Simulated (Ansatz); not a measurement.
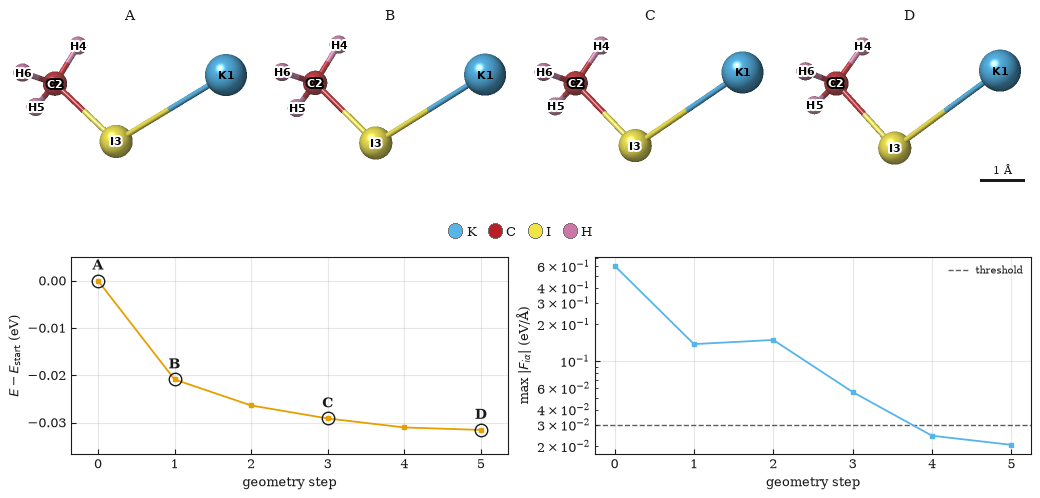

Frames of a relaxation of CH3IK (charge +1) (coarse preliminary run), marked on the history of the run. Style: ball-and-stick. Shown at a tilt.

Method: RKS PBE-D4/def2-SVP (Ansatz). Set-up: force threshold 0.03 eV/Å; at most 250 steps.

Q: What happens along the run?

A: The largest moves after the best rigid fit, 0.18 Å, are those of K1 and I3. Largest moves by element: K 0.18 Å, I 0.18 Å, H 0.11 Å, C 0.04 Å. Among the contacts that change: K1–I3 3.464 → 3.526 Å, C2–I3 2.158 → 2.177 Å, C2–H4 1.085 → 1.102 Å, C2–H5 1.086 → 1.104 Å. Bond angles that change, for instance: K1–I3–C2 115.5° → 106.1°. The energy falls by 0.032 eV in 5 geometry steps. The largest force component goes from 0.61 to 0.021 eV/Å. From step 0 to 1: I3 moves most (0.04 Å), energy −0.021 eV. From step 1 to 3: K1 moves most (0.08 Å), energy −0.008 eV. From step 3 to 5: I3 moves most (0.07 Å), energy −0.002 eV.
